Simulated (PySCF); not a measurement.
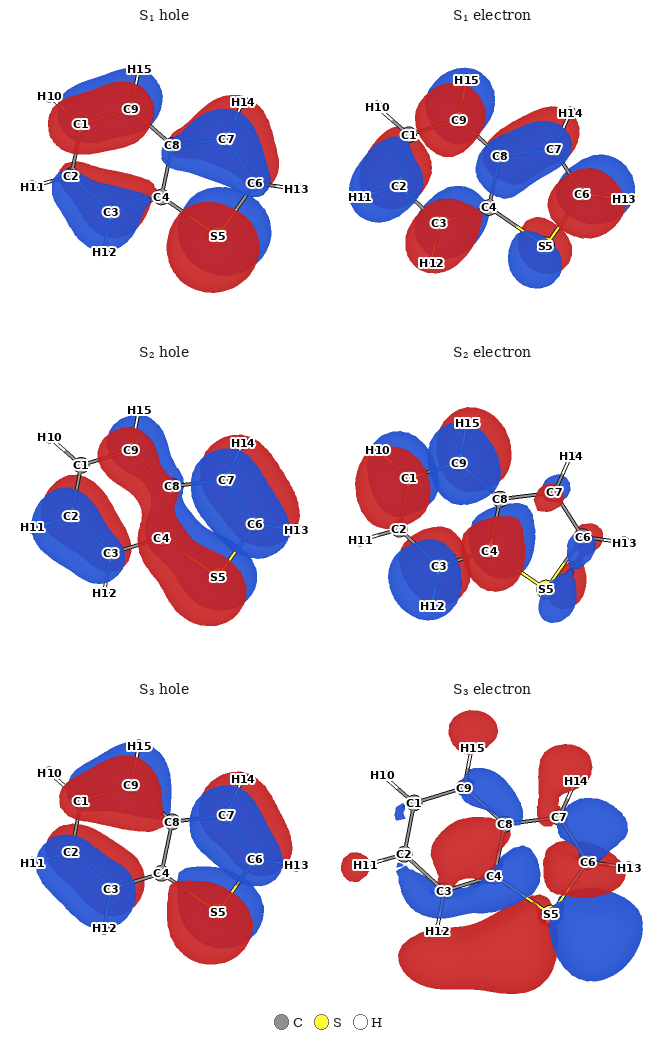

*C₈H₆S, SMILES `c1ccc2sccc2c1`. Leading natural transition orbitals (full linear response singlet states).*

Computed with PySCF, PBE/cc-pVDZ, geometry: GFN2-xTB. No frequency check shows the geometry to be a minimum. GFN2-xTB bond lengths at metals and heavier atoms can be off by up to 0.1 Å and shapes distorted, which carries into these values. Without diffuse functions Rydberg states are missing, so the states' numbers hold for this basis only.

Cartesian coordinates (Å):

```
C1       2.4813   -0.4967    0.0000
C2       2.2856    0.8845    0.0000
C3       1.0138    1.4188    0.0000
C4      -0.0647    0.5475    0.0000
S5      -1.7542    0.9692    0.0000
C6      -2.1933   -0.7070    0.0000
C7      -1.1349   -1.5422    0.0000
C8       0.1132   -0.8494    0.0000
C9       1.4112   -1.3628    0.0000
H10      3.4881   -0.8875    0.0000
H11      3.1410    1.5432    0.0000
H12      0.8546    2.4861    0.0000
H13     -3.2360   -0.9593    0.0000
H14     -1.2158   -2.6147    0.0000
H15      1.5618   -2.4322    0.0000
```

### Describe these excited states.

By state:
- S₁: 4.42 eV (280 nm), f = 0.049; the leading pair carries 89 %; hole on S5 (35 %), C7 (14 %) and C9 (10 %), electron on C6 (16 %), C2 and C9 (14 % each) and C3 (13 %); their centroids lie 0.6 Å apart.
- S₂: 4.65 eV (267 nm), f = 0.001 (very weak), π → π*; the leading pair carries 74 %; hole on S5 (17 %), C7 (15 %) and C6 (15 %), electron on C9 (17 %), C1 (16 %) and C3 (15 %) (shares are of the whole state, not of the leading pair alone); their centroids lie 1.0 Å apart.
- S₃: 5.29 eV (234 nm), f = 0.000 (dark), π → σ*; the leading pair carries 100 %; hole on S5 (24 %), C7 (16 %) and C9 (13 %), electron on S5 (51 %), C4 and C6 (12 % each) and H12 (5 %); their centroids lie 1.4 Å apart.
